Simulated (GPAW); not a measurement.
# Surface energy and work function of Be(0001) from slabs of 3 to 12 layers (RPBE)

How do energy and work function of Be(0001) films settle with thickness, and what surface energy follows?

Set-up. GPAW 26.7.0, plane waves at 450 eV with PAW setups; symmetric 1×1 slabs cut at the tabulated lattice constant (two decimals; low-temperature values for the alkali metals), atoms at bulk places, 7.5 Å of vacuum on each side, one in-plane mesh for all thicknesses, Fermi-Dirac smearing of 0.1 eV. Energies are extrapolated to zero smearing and count from the program's reference atoms. Functional RPBE. The cell's area is 4.542 Å².

The runs, one held back:

| layers | energy (eV) | work function (eV) |
| --- | --- | --- |
| 3 | −9.3333 | 5.17 |
| 4 | −12.7406 | 5.22 |
| 5 | −16.1526 | 5.24 |
| 6 | −19.5669 | 5.23 |
| 7 | −22.9801 | 5.23 |
| 8 | −26.3955 | 5.23 |
| 9 | −29.8113 | 5.22 |
| 10 | −33.2293 | 5.22 |
| 11 | −36.6459 | 5.23 |
| 12 | ? | ? |

**Question.** What surface energy do these runs give, and what energy and work function should the 12-layer slab have?

Worked answer. A slab of n layers has E(n) = nε + 2Aγ once its middle is bulk-like. A line through n = 6 to 11 has the slope ε = −3.4160 eV a layer and the intercept 2Aγ = 0.9308 eV (r.m.s. residual 1.3 meV). So γ = 0.9308 / (2 × 4.542 Å²) = 0.1025 eV/Å² = 1.64 J/m², with a standard error of under 0.01 J/m² from the scatter about the line. For 12 layers: 0.9308 + 12 × (−3.4160) = −40.061 eV; the run gives −40.063 eV, 2.5 meV under the line. The work function has no such law: from 6 to 11 layers it moves between 5.22 and 5.23 eV (mean 5.23), and the 12-layer slab gives 5.22 eV. The thinnest slab, 3 layers, lies −0.06 eV from that mean.

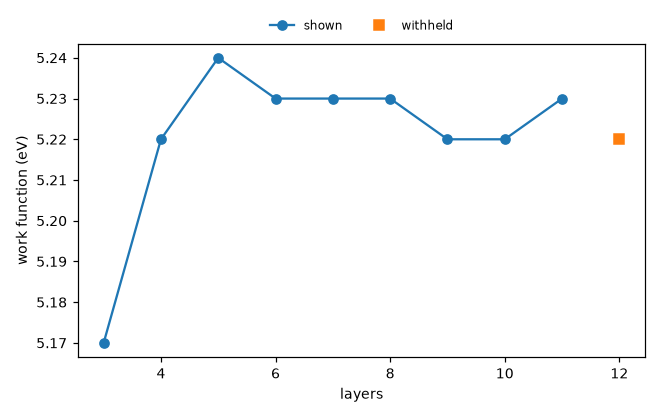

Work function against thickness.

Caveats: The surfaces are unrelaxed, so γ is an upper bound for this functional and lattice constant. The tabulated lattice constant isn't the functional's own, which strains the slab a little.
